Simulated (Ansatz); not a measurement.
# From PBE to G0W0: SiO2 (Stishovite), part 2 of 2

Aim: the quasiparticle gap of SiO2 (Stishovite), starting from PBE.

Ansatz 0.2.0; PBE, then G0W0 on it, plane waves, PAW. Known limits of the many-body steps: finite bands, screening cutoff and k mesh; no spin-orbit coupling in G0W0.

So far. Step 2 (The PBE band structure): Over mesh and path the gap is 5.643 eV, direct, at k = Γ.

In doubt: masses and optical values from hybrid runs of this build are listed as unsure (in some of the runs), which bears on the screening that GW takes from such a start.

## (3) One-shot GW

G0W0 replaces the xc potential by a self-energy built once from the orbitals of the start. Levels are corrected in the window of bands that the input names, at points of the mesh.

This step: G0W0 on PBE, plane waves, PAW.

The input, input.yaml:

```yaml
crystal:
  lattice:
    - [4.1773, 0.0, 0.0]
    - [0.0, 4.1773, 0.0]
    - [0.0, 0.0, 2.6652]
  atoms:
    - { symbol: Si, position: [0.0, 0.0, 0.0] }
    - { symbol: Si, position: [0.5, 0.5, 0.5] }
    - { symbol: O, position: [0.3059, 0.3059, 0.0] }
    - { symbol: O, position: [0.1941, 0.8059, 0.5] }
    - { symbol: O, position: [0.6941, 0.6941, 0.0] }
    - { symbol: O, position: [0.8059, 0.1941, 0.5] }
kpoints:
  mp_grid: { grid: [6, 6, 8] }
hamiltonian:
  xc: pbe
  pseudopotentials: { kind: paw, source: ansatz }
scf:
  occupations: { method: fixed }
gw:
  n_empty_bands: 782
  ecut_chi: 380
  qp_bands: [v2, c2]
  qp_kpoints: band_edges
  screening: { model: contour_deformation }
```

Launch:

```sh
$ ansatz run input.yaml --threads 4 --pin off --max-ram 138240MiB --backend cuda --events-out ev --progress --plain --runs-dir out --devices 1 --max-vram 26GiB
```

Numbers of over 12 decimals in the logs are rounded to 6 here.

The program printed:

```text
GPUs: using 1 of 1 available (devices: 1).
[...]
GPU FFT provider: cuFFT
GPU libraries: cuBLAS 13.8.2, cuFFT 12.4.0, cuSOLVER 12.3.4
Crystal: 6 atoms, lattice volume = 46.507 Å³
Basis set: ecut = 930 eV, 3025 PW (Γ)
Bands: 22, of which v1, the nominal top of the filled ones, is band 16 counted from 1 (15 counted from 0)
Symmetry: 16 space group operations
[...]
k-points: 50 of 288
[...]
GPU buffer pool allocated for 69120 grid points (all kernels)
[...]
SCF iter   1: F=—  HF=-3549.177830 eV  |F-HF|=—  |Δ(HF+E_count)|=         —  Δρ=1.52e-1  dr2=8.46e0  ethr=3.10e-3  ⟨swp⟩=5.0  Hψ=5403  notcnv=0  defer=199
[...]
SCF iter   7: F=-3546.792310 eV  HF=-3546.792310 eV  |F-HF|=8.63e-10  |Δ(HF+E_count)|=   3.41e-8  Δρ=7.07e-6  dr2=1.64e-8  ethr=3.13e-10  ⟨swp⟩=12.6  Hψ=5921  notcnv=0
SCF 1 converged in 7 iterations: F = -3546.792310 eV  dr2 = 1.64e-8
[...]
NSCF: frozen V_eff on 50 k-points, pencils in batches of 32, up to order 88
the band table was solved once the SCF had ended and its energy, with any forces and stress, was formed, with the checks that follow a solve (6100 applications of the Hamiltonian). They found nothing against the state; the energy, forces and stress were not computed again (output.eigenvalues in the input reference)
[...]
NSCF: frozen V_eff on 50 k-points
G₀W₀ screening: q 1/50
[... further progress lines ...]
SCF converged after 7 iterations
Free energy (F): -3546.792310 eV
[...]
Internal energy: -3546.792310 eV  (E = F + TS)
E sigma→0 (E₀):  -3546.792310 eV
Fermi energy:    10.596227 eV
[...]
--- Band table (eV; the first three rows and the last of 50) ---
  k-point 0: bands = [... 12 lower, 8.0906, 9.7152, 9.7152, 10.5962, 16.2229, 17.3316, 19.1264, 19.1264, ... 2 higher]
  k-point 1: bands = [... 12 lower, 7.3707, 9.5628, 9.5628, 10.4067, 16.9481, 18.4257, 20.0177, 20.0177, ... 2 higher]
  k-point 2: bands = [... 12 lower, 6.1937, 9.0828, 9.0828, 9.8048, 18.0969, 20.4828, 20.8235, 21.8964, ... 2 higher]
  k-point 49: bands = [... 12 lower, 8.8355, 8.8355, 9.0380, 9.0380, 17.7896, 17.7896, 21.6438, 21.6438, ... 2 higher]
--- G₀W₀: contour deformation, 6 samples at zero and on the imaginary axis and 2 off it, 288 q-points, 782 empty bands' worth ---
  eigenvalues of the whole cell's RPA ε∞ on this k-mesh (on a slab, of 1 + 4πα/V) = 3.2098, 3.2098, 3.3670; static W/v taken at q = 0 is 0.305745
  bands read: the sum over 798 bands ends inside a degenerate multiplet in 1 slot, whose members it reads at an even weight; the widest, k=0: bands 798 to 799 (counted from 1) at 1/2 each
  gw.qp_kpoints: band_edges: 8 of 50 stored k-points solved, in 1 pass; an edge of the gap read off the rows below is read off those points alone
    valence top: of the k-points left out ik 10 came nearest to being solved in a further pass, in band 16 (counted from 1, as in the quasiparticle table): it holds the edge there only if its correction is more favourable than any solved in that band by at least 0.732 eV; those differ by 0.193 eV
    conduction bottom: of the k-points left out ik 25 came nearest to being solved in a further pass, in band 17 (counted from 1, as in the quasiparticle table): it holds the edge there only if its correction is more favourable than any solved in that band by at least 1.358 eV; those differ by 0.135 eV
    ik  band        ε_KS         Σx   Σc(E_QP)       V_xc       Z   E_QP_lin       E_QP  E_QP is
     0    15      9.7152   -27.7771     3.8508   -22.0641  0.8102     7.8325     7.8530  root
     0    16     10.5962   -28.2576     4.1221   -22.2700  0.8075     8.7098     8.7308  root
     0    17     16.2229   -13.8710    -4.7154   -19.8421  0.8435    17.4848    17.4786  root
     0    18     17.3316    -7.5970    -4.7620   -13.5266  0.8618    18.5048    18.4992  root
     1    15      9.5628   -27.6625     3.8898   -21.8966  0.8098     7.6655     7.6867  root
     1    16     10.4067   -28.0900     4.1560   -22.0441  0.8073     8.4948     8.5167  root
     1    17     16.9481   -14.1762    -4.8054   -20.3057  0.8395    18.2794    18.2722  root
     1    18     18.4257    -8.5423    -4.9449   -14.7596  0.8538    19.7054    19.6981  root
     5    15      9.6664   -27.7419     3.8796   -21.9932  0.8099     7.7765     7.7973  root
     5    16     10.3790   -28.0186     4.1166   -22.0229  0.8076     8.4783     8.4999  root
     5    17     16.6631   -13.9756    -4.7321   -19.9831  0.8415    17.9450    17.9384  root
     5    18     17.5755    -7.8162    -4.8037   -13.8099  0.8601    18.7714    18.7655  root
     6    15      9.5059   -27.6130     3.9198   -21.8085  0.8095     7.5997     7.6213  root
     6    16     10.2596   -27.9722     4.1491   -21.9265  0.8073     8.3407     8.3630  root
     6    17     17.2712   -14.0704    -4.8594   -20.2769  0.8386    18.6261    18.6184  root
     6    18     18.6334    -8.7586    -4.9953   -15.0514  0.8520    19.9386    19.9309  root
    20    15      9.4565   -27.5640     3.9598   -21.7037  0.8091     7.5339     7.5560  root
    20    16     10.1965   -27.8598     4.1091   -21.8600  0.8077     8.2838     8.3058  root
    20    17     16.9501   -13.4547    -4.7702   -19.5206  0.8421    18.2526    18.2457  root
    20    18     17.8240    -8.5352    -4.8551   -14.6081  0.8564    19.0481    19.0417  root
    21    15      9.3578   -27.5076     3.9861   -21.6129  0.8088     7.4267     7.4492  root
    21    16     10.1386   -27.8934     4.1327   -21.8613  0.8074     8.2169     8.2393  root
    21    17     17.5011   -13.7580    -4.9065   -20.0320  0.8387    18.8766    18.8686  root
    21    18     18.8323    -9.2838    -5.0539   -15.6623  0.8490    20.1651    20.1569  root
    45    15      8.3139   -26.6351     4.4793   -20.0973  0.8023     6.2242     6.2555  root
    45    16      8.3139   -26.6351     4.4793   -20.0973  0.8023     6.2242     6.2555  root
    45    17     18.0515   -10.9161    -5.0644   -17.3715  0.8461    19.4513    19.4425  root
    45    18     18.0515   -10.9161    -5.0644   -17.3715  0.8461    19.4513    19.4425  root
    49    15      9.0380   -27.4277     4.4003   -21.0231  0.8037     7.0063     7.0338  root
    49    16      9.0380   -27.4277     4.4003   -21.0231  0.8037     7.0063     7.0338  root
    49    17     17.7896   -11.7996    -4.9150   -18.0814  0.8468    19.1645    19.1565  root
    49    18     17.7896   -11.7996    -4.9150   -18.0814  0.8468    19.1645    19.1565  root
```

Run time: 4.6 min. Hardware: 1 × NVIDIA H100 80GB HBM3 (shared by 3 runs) with 4 threads of AMD EPYC 7R13 (Zen 3), shared host; peak memory 7.9 GiB.

This step gave:

```
bands summed                                    : 798
RPA ε∞ on this mesh (eigenvalues)               : 3.210, 3.210, 3.367
plane waves in the screening matrix             : 793
q-points in the mesh                            : 288
G0W0 gap over the corrected points              : 8.748 eV
k of the valence top                            : 0, 0, 0
k of the conduction bottom                      : 0, 0, 0
starting gap on the mesh                        : 5.627 eV
Z at the valence top                            : 0.8075
Z at the conduction bottom                      : 0.8435
least direct G0W0 gap over the corrected points : 8.748 eV
```

Over 8 of 50 irreducible mesh points the G0W0 gap is 8.748 eV, direct, at k = Γ. The PBE gap of this run on the mesh is 5.627 eV. The two states that bound the G0W0 gap lie that far apart at the start, so the correction of the gap is 8.748 − 5.627 = +3.121 eV. The start of this run differs from the step before in files (soft_1 PAW and hard PAW) and plane-wave cutoff (420 eV and 930 eV).

Labels follow the order of the start: v1 is the top filled band, c1 the lowest empty one; levels that stay degenerate share a row, the window can cut a multiplet, doubted levels are not marked in this list, bands outside the window were not corrected, and the list may be a part of the corrected levels. Levels before and after the correction, in eV, zero at the valence-band top of each column:

```
           conduction bottom  valence top
Kohn-Sham               5.63         0.00
     G0W0               8.75         0.00
```

```
           level  occupation  energy (eV)
Kohn-Sham   Γ v2           2       -0.881
Kohn-Sham   Γ v1           2        0.000
Kohn-Sham   Γ c1           0        5.627
Kohn-Sham   Γ c2           0        6.735
     G0W0   Γ v2           2       -0.878
     G0W0   Γ v1           2        0.000
     G0W0   Γ c1           0        8.748
     G0W0   Γ c2           0        9.768
```

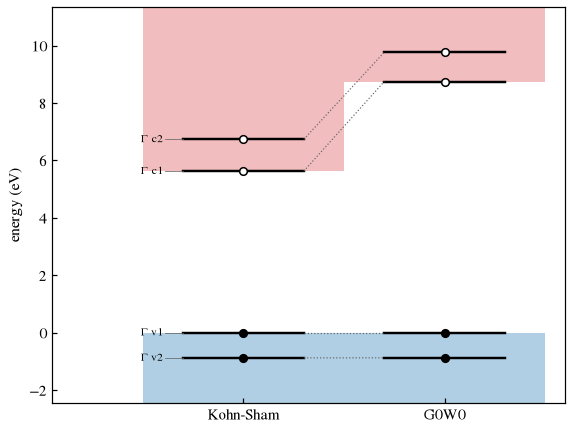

Levels before and after the correction. Shaded: valence and conduction bands. Filled marks are occupied levels, open marks empty ones.

The parts of the quasiparticle energy for the two states that bound the G0W0 gap, in eV on the run's own scale (QP = start + Σx + Σc − Vxc, with Σc at the quasiparticle energy):

```
             edge  k  band   start       Σx      Σc      Vxc      Z      QP
      valence top  Γ    16  10.596  −28.258   4.122  −22.270  0.807   8.731
conduction bottom  Γ    17  16.223  −13.871  −4.715  −19.842  0.844  17.479
```

## (4) Side by side

Each gap is the least one over the points named; times are wall times on shared hosts, not benchmarks. A G0W0 time includes the run's own self-consistent start. Rows marked * are further runs, not shown as steps, whose inputs differ from the G0W0 step on the same start in the columns given; solver thresholds can differ too.

```
    level    mesh       files, cutoff  bands summed, screening                           points  gap (eV)  valence top  conduction bottom  least direct gap (eV)     time
      PBE   6×6×8  soft_1 PAW, 420 eV                        -                    mesh and path     5.643            Γ                  Γ                  5.643    9.2 s
G0W0@PBE*   6×6×8    hard PAW, 930 eV              137, 110 eV  8 of 50 irreducible mesh points     8.388            Γ                  Γ                  8.388     46 s
G0W0@PBE*   6×6×8    hard PAW, 930 eV              292, 190 eV  8 of 50 irreducible mesh points     8.610            Γ                  Γ                  8.610     74 s
G0W0@PBE*   6×6×8    hard PAW, 930 eV              484, 270 eV  8 of 50 irreducible mesh points     8.700            Γ                  Γ                  8.700  2.3 min
 G0W0@PBE   6×6×8    hard PAW, 930 eV              798, 380 eV  8 of 50 irreducible mesh points     8.748            Γ                  Γ                  8.748  4.6 min
G0W0@PBE*  6×6×10    hard PAW, 930 eV              137, 110 eV  9 of 60 irreducible mesh points     8.387            Γ                  Γ                  8.387     87 s
```

## (5) Outcome

```
PBE gap over mesh and path                        : 5.643 eV, direct, at k = Γ
G0W0@PBE gap over 8 of 50 irreducible mesh points : 8.748 eV, direct, at k = Γ
estimated limit in bands and cutoff, on this mesh : 8.822 eV
GW settings                                       : 6×6×8 mesh, 782 empty bands, screening to 380 eV, hard PAW files
known limits                                      : finite bands, screening cutoff and k mesh; no spin-orbit coupling in G0W0
```

**Reading.** Over 8 of 50 irreducible mesh points the G0W0 gap is 8.748 eV, direct, at k = Γ. The PBE gap of this run on the mesh is 5.627 eV. The two states that bound the G0W0 gap lie that far apart at the start, so the correction of the gap is 8.748 − 5.627 = +3.121 eV. The valence state moves by 8.731 − 10.596 = −1.865 eV and the conduction state by 17.479 − 16.223 = +1.256 eV, on the run's own scale; with 137 bands the edge states move by −1.097 and +1.665 eV, so the split between the edges depends on the bands and cutoff. Both edges that PBE shows over mesh and path lie at k points where levels were corrected. Levels at other points were not corrected, so a lower G0W0 gap elsewhere in the zone is not ruled out. From 137 bands and 110 eV to 798 bands and 380 eV the gap moves by 8.748 − 8.388 = +0.360 eV (rung by rung 8.388, 8.610, 8.700, 8.748 eV); bands and screening cutoff rise together, so their parts are not told apart. A line in one over the bands through the two highest rungs gives 8.748 + (8.748 − 8.700) × 484 / (798 − 484) = 8.822 eV, and through the pair below 8.700 + (8.700 − 8.610) × 292 / (484 − 292) = 8.837 eV. The two agree within 0.03 eV and the same two states bound the gap in each rung, so 8.822 eV is taken as an estimate of the limit on this mesh. With the 6×6×10 mesh in place of the 6×6×8 mesh and all else as in the G0W0@PBE row with 137 bands, the gap differs by 8.387 − 8.388 = −0.001 eV, and that of the start by 5.627 − 5.627 = +0.000 eV. G0W0 on other starts in this series, not shown as steps and not all at these settings: 9.425 eV on HSE06 (6×6×8, hard PAW, 292 bands, 190 eV) and 9.621 eV on PBE0 (6×6×8, hard PAW, 292 bands, 190 eV). The G0W0 runs are scalar-relativistic. G0W0 is shown with one set of atomic data (hard PAW), so the error from the files is not known here.

[Paths, hosts, dates, memory and timing lines, banners, echoed tables and standing remarks are left out of the program output.]

[Logs are printed without paths, hosts, clocks, repeated set-up lines and the standing remarks that a program may print on its own settings, such as how far it seeks lower states.]

[Runs of the session that timed out or met a known fault of the program may be left out.]

[Cells called generated may have been cut or substituted from an entry of the Crystallography Open Database or the Materials Project.]

[Hosts, paths, dates, database ids (printed as entryN), source tags and the programs' standing remarks are cut or masked in the printed files.]

[Where an RPA ε∞ is given, it is that of the G0W0 mesh and is not shown converged in it. Names of k-points follow the symmetry that the program found, which can be lower than the space group named. Band edges on a path are those of the sampled points; other points can move an edge, and change direct to indirect where valleys lie close.]

[Hybrid gaps are those of their k-mesh and are not shown converged in it.]
